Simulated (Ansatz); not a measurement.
# AlH2O (SMILES [O][AlH2]) at UPBE/STO-3G

What is the vertical ionisation energy of AlH2O at UPBE/STO-3G? 

Program for the calculation: Ansatz 0.2.0.

51 further runs of the same task are left out: 1 that didn't finish, 50 set aside as unsound or not needed.

### Step 1. The molecule

AlH2O has 4 atoms, charge 0, and is taken as a doublet. As SMILES, `[O][AlH2]`. The shape is that of a PBE0-D4/def2-TZVP optimisation.

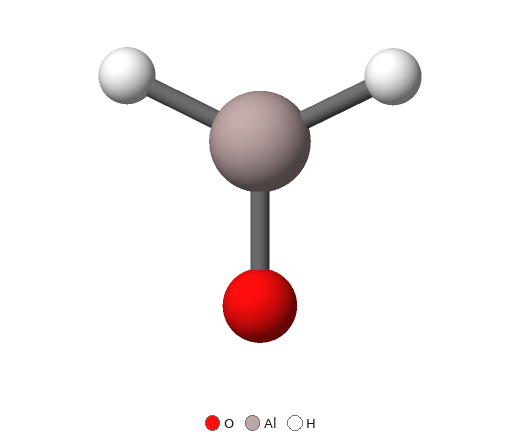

Viewed from a chosen angle; oxygen red, aluminium light grey, hydrogen white.

### Step 2. The energy at UPBE/STO-3G

job.yaml reads:

```yaml
crystal:
  periodic: [false, false, false]
  atoms:
    - {symbol: O, position_ang: [0.062600, -0.856300, 1.401400]}
    - {symbol: Al, position_ang: [0.011300, 0.029900, -0.080400]}
    - {symbol: H, position_ang: [-1.149600, -0.360800, -1.076000]}
    - {symbol: H, position_ang: [1.131100, 1.126800, -0.265300]}
basis:
  gaussian:
    orbitals: STO-3G
magnetization:
  spin_polarized: true
  initial_magnetization: 1
hamiltonian:
  xc: pbe
accuracy: high
```

Run with:

```
$ ansatz run job.yaml --threads 1 --pin off --max-ram 2610MiB --events-out events.jsonl --progress --plain --runs-dir runs
```

The log of the run:

```text
Warning: RAYON_NUM_THREADS=1 ignored (pool sized by the plan → 1); use --threads N
Functional definition: PBE
  name "PBE"
  parameter kappa = 0.804
  parameter beta = 0.06672455060314922
  exchange = pbe_x(kappa = kappa, mu = beta*pi^2/3)
  correlation = pbe_c(beta = beta)
267 factors; integrals over basis functions are off by at most 2.5e-8 eV
mean field evaluation 1: about -8557.8272 eV, gradient 1.8e1 eV
mean field evaluation 2: about -8533.2923 eV, gradient 6.5e1 eV
mean field evaluation 4: about -8560.4119 eV, gradient 3.1e0 eV
mean field evaluation 8: about -8560.4565 eV, gradient 6.1e-3 eV
mean field evaluation 16: about -8560.4565 eV, gradient 7.5e-7 eV
mean field -8560.45647090 eV, -314.5909728197 hartree, gradient 1.1e-8 eV, S^2 0.754224; 3 other end points of the search recorded, 0 dependent functions left out
reference -8560.45647242 eV, -314.5909728756 hartree; 12, 11 occupied and 4, 5 virtual orbitals, 267 factors
Total energy: -8560.45647242 eV, -314.5909728756 hartree
```

Run time: 1.8 s. Hardware: 1 thread of Arm Neoverse V1, shared host; peak memory 0.12 GiB.

### Step 3. The singlet cation

molecule.yaml reads:

```yaml
basis:
  gaussian:
    orbitals: STO-3G
crystal:
  periodic: [false, false, false]
  atoms:
    - {symbol: O, position_ang: [0.062600, -0.856300, 1.401400]}
    - {symbol: Al, position_ang: [0.011300, 0.029900, -0.080400]}
    - {symbol: H, position_ang: [-1.149600, -0.360800, -1.076000]}
    - {symbol: H, position_ang: [1.131100, 1.126800, -0.265300]}
accuracy: high
hamiltonian:
  xc: pbe
total_charge: 1
```

Run with:

```
$ ansatz run molecule.yaml --threads 1 --pin off --max-ram 2610MiB --events-out events.jsonl --progress --plain --runs-dir runs
```

The log of the run:

```text
Warning: RAYON_NUM_THREADS=1 ignored (pool sized by the plan → 1); use --threads N
Functional definition: PBE
  name "PBE"
  parameter kappa = 0.804
  parameter beta = 0.06672455060314922
  exchange = pbe_x(kappa = kappa, mu = beta*pi^2/3)
  correlation = pbe_c(beta = beta)
267 factors; integrals over basis functions are off by at most 2.5e-8 eV
mean field evaluation 1: about -8520.6533 eV, gradient 5.6e1 eV
mean field evaluation 2: about -8267.8479 eV, gradient 2.0e2 eV
mean field evaluation 4: about -8521.5327 eV, gradient 9.4e1 eV
mean field evaluation 8: about -8524.7897 eV, gradient 8.9e1 eV
mean field evaluation 16: about -8551.8935 eV, gradient 6.7e-9 eV
mean field -8551.89349022 eV, -314.2762890841 hartree, gradient 3.8e-8 eV, S^2 0.000000; 0 other end points of the search recorded, 0 dependent functions left out
reference -8551.89349179 eV, -314.2762891417 hartree; 11, 11 occupied and 5, 5 virtual orbitals, 267 factors
Total energy: -8551.89349179 eV, -314.2762891417 hartree
```

Run time: 0.87 s. Hardware: 1 thread of Arm Neoverse V1, shared host.

### Step 4. What came out

Level: UPBE/STO-3G.

| quantity | value |
| --- | --- |
| doublet AlH2O: total energy | -314.59097 Eh |
| doublet AlH2O: ⟨S²⟩ | 0.754 |
| singlet cation: total energy | -314.27629 Eh |
| vertical ionisation energy (to the singlet cation) | 8.563 eV |

**Reading.** Removing an electron at fixed nuclei costs 8.56 eV (197 kcal/mol). Only the singlet of the ionised species was computed; a triplet could lie lower. In a minimal basis such a difference can be off by several eV, whatever the method.
